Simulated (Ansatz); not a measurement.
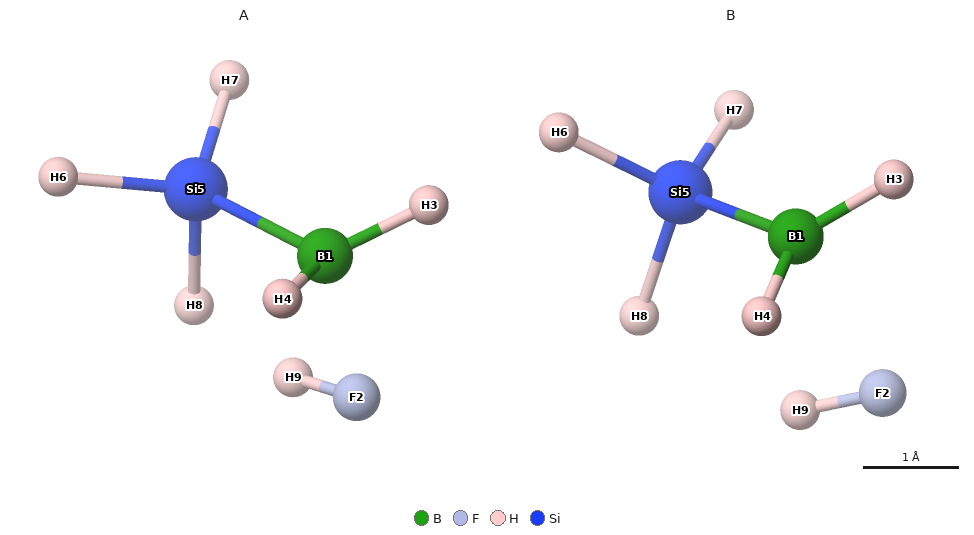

Two geometries of BSiH₆F, drawn at one scale. One is the start of a relaxation, the other its converged end. The picture is a ball-and-stick view, seen from a free direction.

Level of theory: RKS PBE/def2-SVP (Ansatz). Set-up: no spin polarisation; force threshold 0.03 eV/Å; at most 50 steps.

Which geometry has the lower energy?

Structure A is the relaxed one. The run prepares an end point of a later path (reaction) calculation, from a guessed geometry. Over 11 accepted moves (13 points after the start) the energy falls by 5.39 kcal/mol. The largest force component goes from 0.64 to 0.025 eV/Å. The line search rejected the trial steps at points 7, 10 of the run. The atom that moves furthest after the best rigid fit is F2 (0.70 Å). By element the largest moves are F 0.70 Å, H 0.56 Å, B 0.31 Å, Si 0.04 Å. Near-neighbour distances that change, for instance: B1–F2 2.513 → 1.791 Å, B1–Si5 1.972 → 2.036 Å, F2–H9 0.934 → 0.987 Å, Si5–H8 1.526 → 1.567 Å. Among the angles between lasting bonds that change: B1–Si5–H8 107.8° → 98.8°, B1–Si5–H6 112.0° → 119.9°, H3–B1–Si5 123.1° → 117.5°. The run took 29 s on 1 thread of Arm Neoverse V1 (shared host), peak memory 0.13 GiB.
